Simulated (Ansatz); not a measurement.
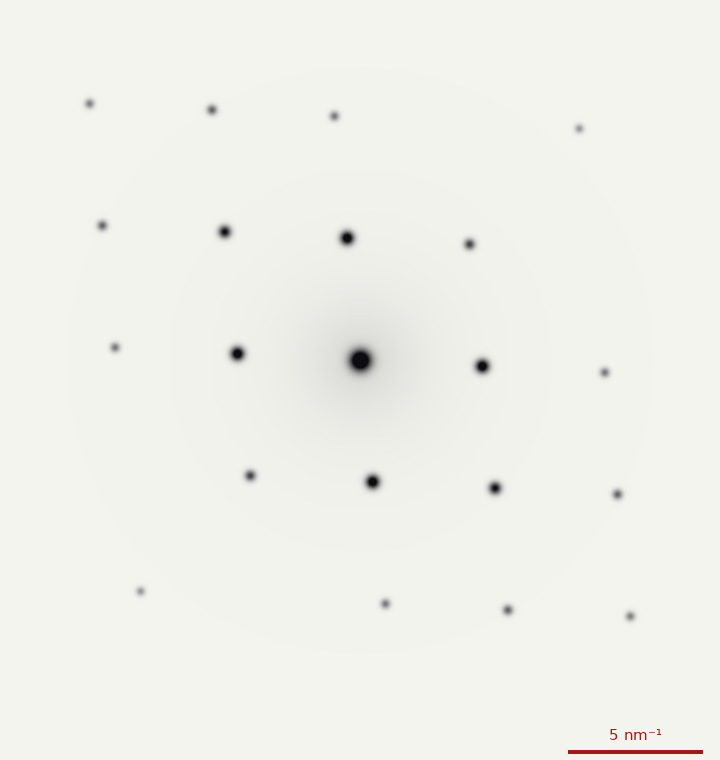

The pattern is a kinematic simulation for 200 kV electrons (no multiple scattering; isotropic B = 0.5 Å²).

It belongs to Ti, space group P6_3/mmc (No. 194), a = 2.86 Å, c = 4.53 Å (hexagonal axes). Structure: coordinates from a relaxation with Ansatz, DFT LDA, scalar-relativistic, plane waves, PAW.

> Measure the pattern against the scale bar and name the zone.

The spots form a centred rectangular net with both shortest vectors at d = 2.18 Å, 81.1° apart. They index as 0 1 -1 and -1 1 1, so the zone axis is [211] (or an equivalent direction of <211>).

> Which reflections of this zone are missing, and why?

A glide plane extinguishes reflections such as 1 1 -3, 2 -1 -3. In a thicker crystal double diffraction can put intensity into those places emptied by glide planes or screw axes that lie on the net of the visible spots, but never into those emptied by centring.
